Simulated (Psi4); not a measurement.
# BH3Cl− (SMILES [H][B-]([H])([H])Cl) at MP2/cc-pVTZ

What is the vertical singlet–triplet gap of BH3Cl− at MP2/cc-pVTZ? 

The calculation is run with Psi4 1.11.

1 further run of the same task is left out (set aside as unsound or not needed).

### Step 1. Starting point

BH3Cl−: 5 atoms, total charge -1, spin state singlet. SMILES: `[H][B-]([H])([H])Cl`. The coordinates come from a GFN2-xTB relaxation.

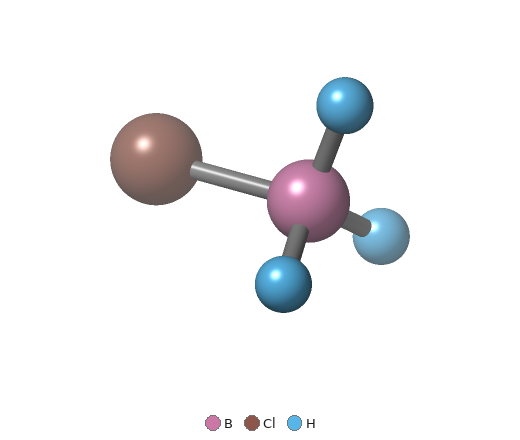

The structure, seen from a chosen angle (boron pink, chlorine brown, hydrogen blue).

### Step 2. A single-point energy at MP2/cc-pVTZ

Contents of bclh3.xyz:

```xyz
5
BClH3
B     -0.001280     0.001630    -0.167010
Cl     0.013600    -0.021140     1.707330
H      1.152300     0.011380    -0.522240
H     -0.586640     1.005700    -0.497000
H     -0.577980    -0.997580    -0.521080
```

Contents of bclh3.py:

```python
import psi4

psi4.set_memory('1600 MB')
psi4.set_num_threads(1)
psi4.set_output_file('output.dat', False)

with open('bclh3.xyz') as f:
    atoms = ''.join(f.readlines()[2:])
m = psi4.geometry('-1 1\n' + atoms + 'symmetry c1')

psi4.set_options({
    'puream': True,
    'e_convergence': 1e-09,
    'd_convergence': 1e-08,
    'scf_type': 'pk',
    'num_frozen_docc': 6,
    'mp2_type': 'conv',
})

result, w = psi4.energy("mp2/cc-pVTZ", return_wfn=True)
print('E =', round(result, 9))
```

Run with:

```
$ python bclh3.py
```

output.dat, shortened:

```text
[...]
  Running in c1 symmetry.
[...]
  Nuclear repulsion =   42.139721438069571
[...]
  Multiplicity = 1
[...]
  Nalpha       = 13
  Nbeta        = 13
[...]
    Number of basis functions: 106
[...]
   @RHF iter   1:  -485.94449187091789   -5.75878e-01   2.63004e-03 DIIS/ADIIS
[...]
   @RHF iter  10:  -486.00036665990945   -2.89901e-12   2.29273e-09 DIIS
[...]
    Orbital Energies [Eh]
    ---------------------
    Doubly Occupied:
       1A   -104.569883     2A    -10.297737     3A     -7.764298
       4A     -7.763521     5A     -7.763521     6A     -7.347478
       7A     -0.840143     8A     -0.472961     9A     -0.279691
      10A     -0.279505    11A     -0.255546    12A     -0.180224
      13A     -0.180092
[...]
  @RHF Final Energy:  -486.00036665990945
   => Energetics <=
    Nuclear Repulsion Energy =             42.1397214380695715
    One-Electron Energy =                -760.2909732994901333
    Two-Electron Energy =                 232.1508852015110733
    Total Energy =                       -486.0003666599094458
[...]
 Multipole Moments:
 ------------------------------------------------------------------------------------
     Multipole            Electronic (a.u.)      Nuclear  (a.u.)        Total (a.u.)
 ------------------------------------------------------------------------------------
 L = 1.  Multiply by 2.5417464519 to convert [e a0] to [Debye]
 Dipole X            :          0.0407577           -0.0314237            0.0093340
 Dipole Y            :         -0.0647549            0.0495856           -0.0151693
 Dipole Z            :          5.0563210           -3.9317361            1.1245849
 Magnitude           :                                                    1.1247259
[...]
	SCS-MP2 Total Energy (a.u.)        :  -486.34362453592030
	SOS-MP2 Total Energy (a.u.)        :  -486.31919570155185
	SCSN-MP2 Total Energy (a.u.)       :  -486.12935090537485
[...]
	SOS-PI-MP2 Total Energy (a.u.)     :  -486.37233387515886
[...]
	MP2 Total Energy (a.u.)            :  -486.33934403105008
[...]
```

On the terminal:

```text
E = -486.339344031
```

It took 17 s on 1 thread of Intel Xeon Platinum 8375C at 2.90GHz (Ice Lake), shared host; peak memory 0.7 GiB.

### Step 3. The triplet at the same level

Contents of input.inp:

```
memory 1600 MB

molecule system {
  -1 3
  B     -0.00241885     0.00308025    -0.31560316
  Cl     0.02570028    -0.03994881     3.22638610
  H      2.17753141     0.02150508    -0.98689057
  H     -1.10858893     1.90049756    -0.93919388
  H     -1.09222391    -1.88515299    -0.98469849
  units au
  symmetry c1
  no_reorient
  no_com
}

set basis cc-pVTZ
set reference uhf
set puream true
set e_convergence 1e-09
set d_convergence 1e-08
set scf_type pk
set num_frozen_docc 6
set mp2_type conv
set maxiter 200

e_tot = energy('mp2')
print_variables()
```

Run with:

```
$ psi4 -n 1 input.inp input.out
```

input.out, shortened:

```text
[...]
  Running in c1 symmetry.
[...]
  Nuclear repulsion =   42.139721504774755
[...]
  Multiplicity = 3
[...]
  Nalpha       = 14
  Nbeta        = 12
[...]
    Number of basis functions: 106
[...]
   @UHF iter   1:  -485.61237439585159   -2.43760e-01   3.13098e-03 ADIIS/DIIS
[...]
   @UHF iter  52:  -485.71264187743833   -1.75078e-11   2.34721e-09 DIIS
[...]
   @S^2 Observed:                2.015225399E+00
[...]
  @UHF Final Energy:  -485.71264187743833
   => Energetics <=
    Nuclear Repulsion Energy =             42.1397215047747551
    One-Electron Energy =                -757.7926844583937509
    Two-Electron Energy =                 229.9403210761805951
    Total Energy =                       -485.7126418774383865
  UHF NO Occupations:
  HONO-2 :   12  A 1.9962861
  HONO-1 :   13  A 1.0000000
[...]
 Multipole Moments:
 ------------------------------------------------------------------------------------
     Multipole            Electronic (a.u.)      Nuclear  (a.u.)        Total (a.u.)
 ------------------------------------------------------------------------------------
 L = 1.  Multiply by 2.5417464519 to convert [e a0] to [Debye]
 Dipole X            :         -0.4365999            0.4015291           -0.0350708
 Dipole Y            :          0.6973839           -0.6268789            0.0705050
 Dipole Z            :        -49.9031165           50.3597650            0.4566484
 Magnitude           :                                                    0.4633883
[...]
	SCS-MP2 Total Energy (a.u.)        :  -486.04869284380561
	SOS-MP2 Total Energy (a.u.)        :  -486.02273168120837
	SCSN-MP2 Total Energy (a.u.)       :  -485.84971681595192
[...]
	SOS-PI-MP2 Total Energy (a.u.)     :  -486.07441331517003
[...]
	MP2 Total Energy (a.u.)            :  -486.04893353503849
[...]
```

It took 20 s on 1 thread of Intel Xeon Platinum 8375C at 2.90GHz (Ice Lake), shared host; peak memory 0.7 GiB.

### Step 4. Results

Level: MP2/cc-pVTZ, 6 core orbitals frozen.

| quantity | value |
| --- | --- |
| singlet: total energy | -486.33934 Eh |
| singlet: HOMO energy (Hartree–Fock orbitals) | -4.90 eV |
| singlet: LUMO energy (Hartree–Fock orbitals) | 9.80 eV |
| singlet: HOMO–LUMO gap (to an unbound level, set by the basis) | 14.70 eV |
| singlet: correlation energy (6 core orbitals frozen) | -339.0 mEh |
| triplet: total energy | -486.04893 Eh |
| triplet: HOMO energy (Hartree–Fock orbitals) (highest over α and β) | 3.84 eV |
| triplet: correlation energy (6 core orbitals frozen) | -336.3 mEh |
| triplet: ⟨S²⟩ of the reference determinant | 2.015 |
| vertical energy of the triplet above the singlet | 7.902 eV |

At this shape the triplet lies 7.90 eV (762 kJ/mol) above the singlet. For an anion a state so high probably lies above electron detachment. The HOMO (triplet) lies at positive energy, 3.84 eV: the electron is unbound at this level or held by a compact basis; values depend on the basis.
